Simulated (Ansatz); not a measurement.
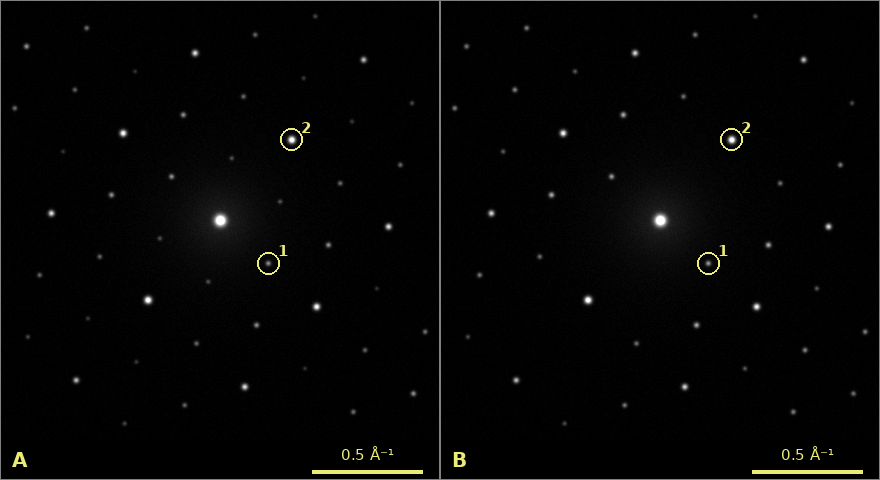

Kinematic electron diffraction patterns (300 kV, B = 0.5 Å², same scale) along [011] of the run's own cell, for the start and the end of one relaxation of RbReSe2 with DFT, PAW plane waves, pbe in Ansatz. k mesh 7×7×7. The start is a generated model structure, and the relaxation ends in the nearest stationary point of its symmetry, not necessarily the ground state. Spot 1 is -1 1 -1 and spot 2 is -1 -1 1 in both.

Start structure:

```yaml
crystal:
  lattice:
    - [4.07509, 0.00000, 0.00000]
    - [-2.03754, 3.52913, 0.00000]
    - [0.00000, -2.35275, 7.69334]
  atoms:
    - { symbol: Re, position: [0.50000, 0.00000, 0.50000] }
    - { symbol: Se, position: [0.23110, 0.46220, 0.69330] }
    - { symbol: Se, position: [0.76890, 0.53780, 0.30670] }
    - { symbol: Rb, position: [0.00000, 0.00000, 0.00000] }
```

Question: Which pattern belongs to the start structure, and which to the relaxed one?

Answer: A is the start: its cell gives d(1) = 3.375 Å, d(2) = 2.038 Å and an angle of 90.0°. The spot positions hardly differ, so the intensities decide: those computed from the start structure match A, and B is the relaxed structure.

Question: Name reflections whose intensity changes strongly on relaxation.

Answer: 1 -2 2 goes from 6.9 to 12 % of the strongest spot.

Question: What did the relaxation do to the structure and the energy?

Answer: The cell was held fixed; with the mean shift removed, the atoms moved by up to 0.31 Å relative to the cell (Se most); the space group stayed R-3m (No. 166); the free energy fell by 180 meV an atom.
